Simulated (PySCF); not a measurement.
# H$_{4}$N$_{2}$, SMILES `NN`: electronic structure

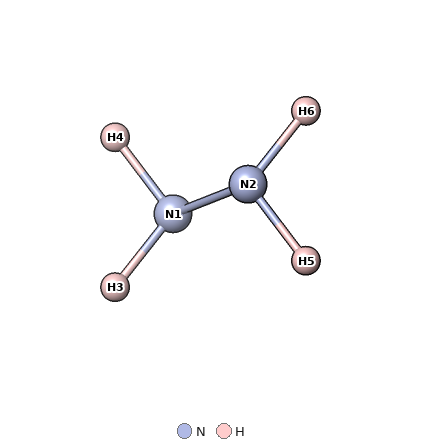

The molecule, with its atoms numbered as below. No frequency check shows the geometry to be a minimum.

Coordinates in Å:

```
N1       0.7184   -0.0000   -0.1464
N2      -0.7184   -0.0000    0.1464
H3       1.0962    0.8149    0.3359
H4       1.0962   -0.8148    0.3359
H5      -1.0962    0.8149   -0.3359
H6      -1.0962   -0.8148   -0.3359
```

Part 1: Bonding charge

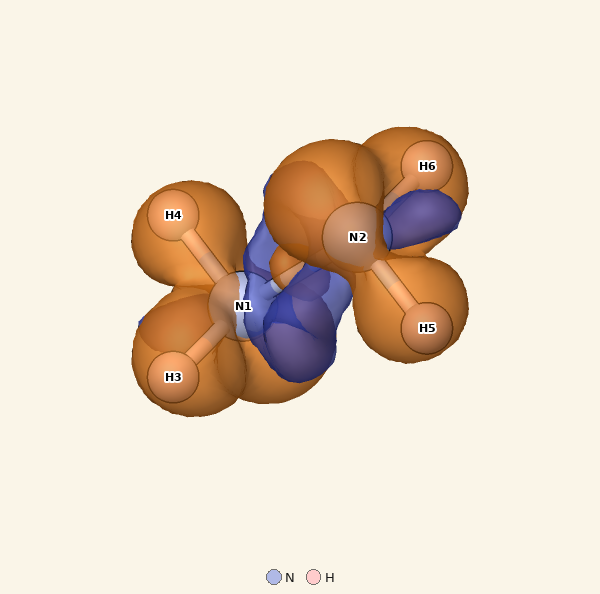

Deformation density (molecule less spherical, spin-averaged free atoms at the same positions), surfaces at ±0.1 e/Å³; orange: gain, blue: loss.

Method: B3LYP/def2-SVP; geometry: GFN2-xTB; program: PySCF.

Describe the bonding that the map shows.

Answer. N1–H4, N2–H6, N1–H3 and N2–H5: +0.82 e/Å³ at the bond critical point (bond length 1.02 Å, Mayer order 1.0). N1–N2: +0.26 e/Å³ at the bond critical point (bond length 1.47 Å, Mayer order 1.0). In all, 1.3 electrons gather in the regions of gain relative to the promolecule.

Where do the Hirshfeld charges lie?

Answer. The highest Hirshfeld charge is on H3, H4, H5 and H6 (+0.10 e), the lowest on N1 and N2 (−0.21 e).

```csv
atom,charge (e)
N1,−0.21
N2,−0.21
H3,+0.10
H4,+0.10
H5,+0.10
H6,+0.10
```

Part 2: Bond critical points

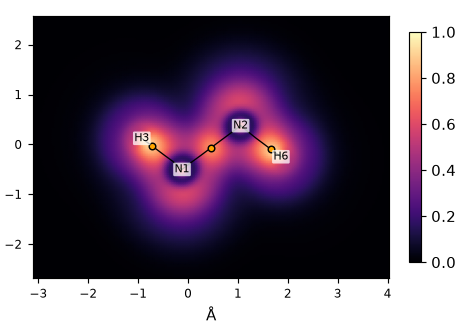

Localised orbital locator (LOL) in the plane of N1, N2, H3 and H6, with bond paths and bond critical points (dots).

What values does LOL take at the bond critical points in this plane?

Answer. N2–H6 and N1–H3: about 0.90; N1–N2: about 0.75. Values above 0.5 mark slow, localised electrons, as in shared pairs; low values at a critical point mark a polar or closed-shell contact whose critical point lies between the shells.

Where along N2–H6 does the critical point lie?

Answer. 0.78 Å from N2 and 0.24 Å from H6.

Part 3: Local ionisation energy

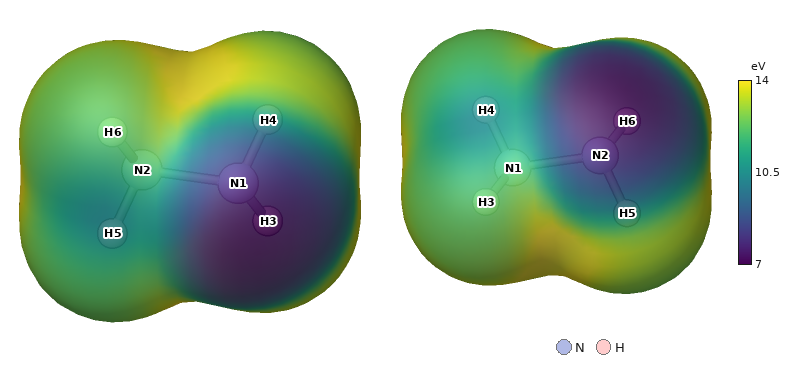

Average local ionisation energy on the surface of electron density 0.001 a.u. (back view left, front view right).

Where are the most loosely bound electrons on this surface?

Answer. The lowest value is 7.1 eV, 1.9 Å from N1. For comparison, the highest occupied orbital lies at −5.1 eV.

What volume does the surface enclose, and what is the dipole moment?

Answer. About 50 Å³; the dipole moment is 0.0 D.

Part 4: In an electric field

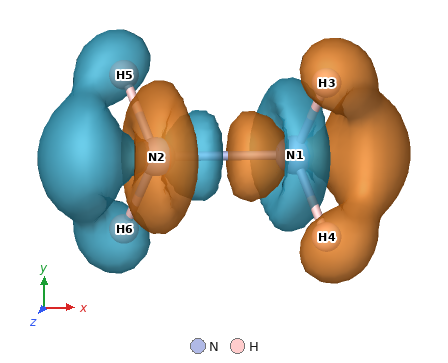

Change of the electron density in a uniform field of 0.51 V/Å, surfaces at ±0.005 e/Å³ (light blue: gain, orange: loss).

PySCF calculation, PBE/6-31+G*, gas phase; geometry: GFN2-xTB. The basis has diffuse s and p functions alone, which still leaves polarisabilities too small, most of all across bonds.

Along which Cartesian direction does the field point?

Answer. Along +x: electrons gather on the −x side, against the field.

What dipole is induced, and what polarisability does it imply?

Answer. The induced dipole is 0.57 D (along the field); α along this axis, from the fields in both directions, is 22 bohr³ (3.3 Å³).

Which atoms gain and lose the most charge?

Answer. Electrons gather most on N2 (Hirshfeld charge changes by −0.014 e) and leave N1 most (+0.014 e); 0.064 electrons are displaced in all.

Part 5: Removing or adding an electron

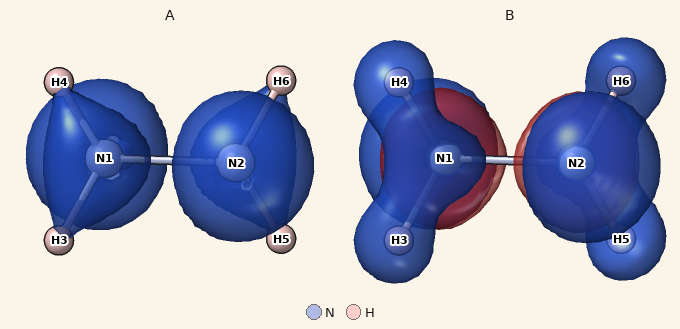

The Fukui function f⁻ from two separate SCF calculations and the density of the HOMO, at ±0.05 e/Å³ (blue positive, red negative).

Level of theory: ωB97X/def2-SVPD (PySCF), at a geometry from GFN2-xTB.

Which panel is which, and how good is the frozen-orbital picture?

Answer. B is f⁻ (it has negative regions), A the HOMO density. The HOMO lies on N1 and N2 (42 % each); f⁻ (Hirshfeld-condensed) is largest on N1 and N2 (0.29 each); the vertical ionisation energy is 8.77 eV. Relaxation shifts 27 % of the electron between atoms. The orbital energy is −8.43 eV.

Part 6: Localised orbitals

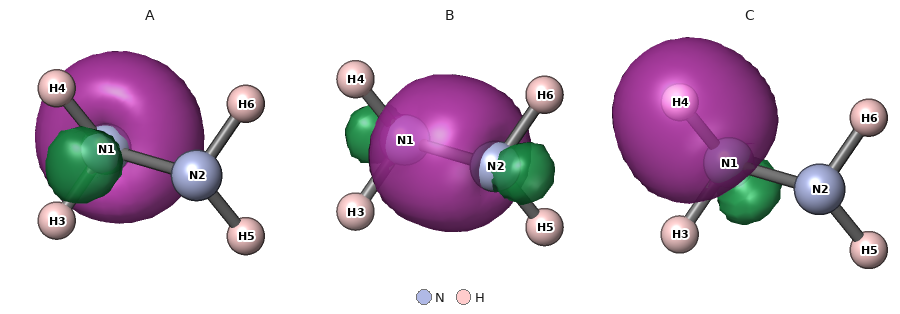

Foster–Boys orbitals, occupied; each surface holds about 85 % of the orbital's density. Energies are diagonal elements of the Fock matrix.

Computed with PySCF, PBE0/6-311G**, geometry: GFN2-xTB.

Identify each orbital.

Answer. By panel:
- A: lone pair on N1 (sp2-type) (N1 99 %; −9.4 eV)
- B: σ bond N2–N1 (N2 50 %, N1 50 %; −17.6 eV)
- C: σ bond N1–H4 (N1 61 %, H4 39 %; −16.1 eV)

Which has the smallest and which the largest spatial spread?

Answer. Smallest: C (0.76 Å); largest: A (0.80 Å).

How do all the valence pairs divide up?

Answer. 7 pairs: 5 σ bonds and 2 lone pairs.

Part 7: Stretching a bond

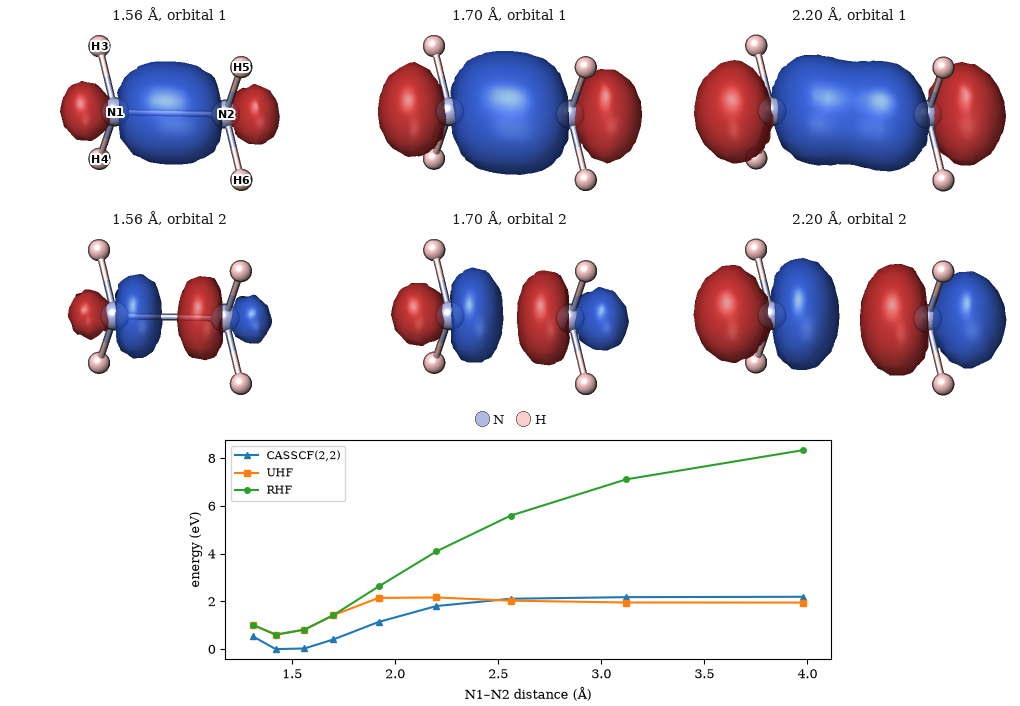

Rigid stretch of the N1–N2 bond. The two CASSCF(2,2) natural orbitals nearest half filling (orbital 1 the more occupied). Below: energies along the scan, from the lowest point of the three curves.

Level of theory: def2-SVPD basis (PySCF), at a geometry from GFN2-xTB.

How do the occupations change along the stretch?

Answer. 1.56 Å: 1.96 and 0.04; 1.70 Å: 1.93 and 0.07; 2.20 Å: 1.65 and 0.35. At the longest distance computed (3.98 Å) they are 1.03 and 0.97, and the effective number of unpaired electrons is 2.0.

Where does the UHF solution part from RHF?

Answer. Between 1.70 Å (⟨S²⟩ = 0, the two coincide) and 1.92 Å (⟨S²⟩ = 0.59); at 3.98 Å ⟨S²⟩ is 1.02 and UHF lies 6.4 eV below RHF.

How much energy does the stretch cost?

Answer. By CASSCF, 2.2 eV from the lowest point of the scan (1.42 Å) to 3.98 Å; RHF gives 7.7 eV from its own lowest point. The fragments aren't relaxed and dynamic correlation is missing, so this isn't a bond dissociation energy.
